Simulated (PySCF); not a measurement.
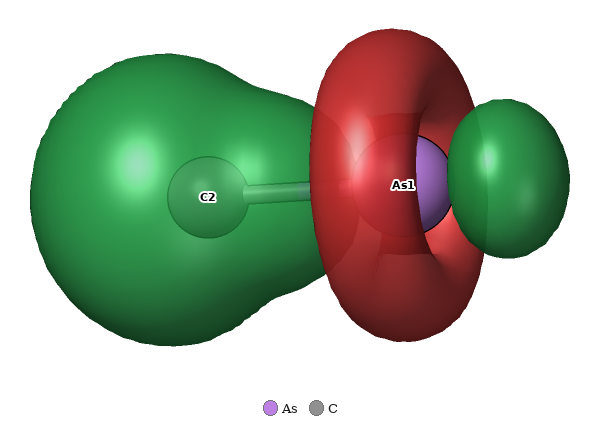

*AsC (doublet). Isosurfaces of the spin density (α minus β) at +0.03 (green) and −0.03 e/Å³ (red), seen from one side.*

⟨S²⟩ = 0.84, above the pure value of 0.75.

Theory: PySCF 2.14.0, PBE0/x2c-SVPall, spin-free X2C-1e, Gaussian nucleus, at a bond length of 1.667 Å.

> Which atoms carry the spin?

The unpaired spin (1 electron) lies mostly on C2 (about 1.1), in electrons by Hirshfeld's partition, with opposite, polarisation-induced spin on As1.
